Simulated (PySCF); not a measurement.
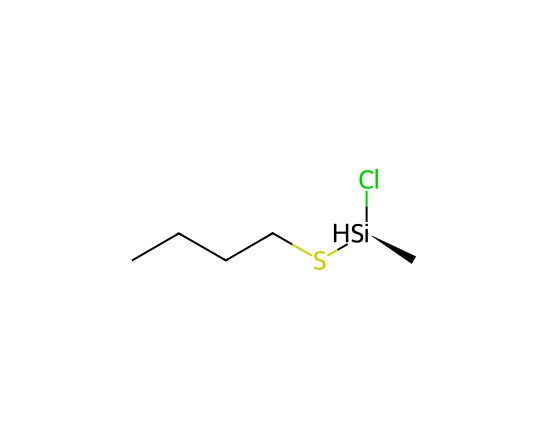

The picture comes from a calculation with PySCF.

2D structure.

### Transcribe the drawing into SMILES.

CCCCS[Si@H](C)Cl

### What is the molecular formula?

C5H13ClSSi.

### An optimisation with PBE0-D3(BJ)/def2-SVP gave a structure of which point group?

C1.
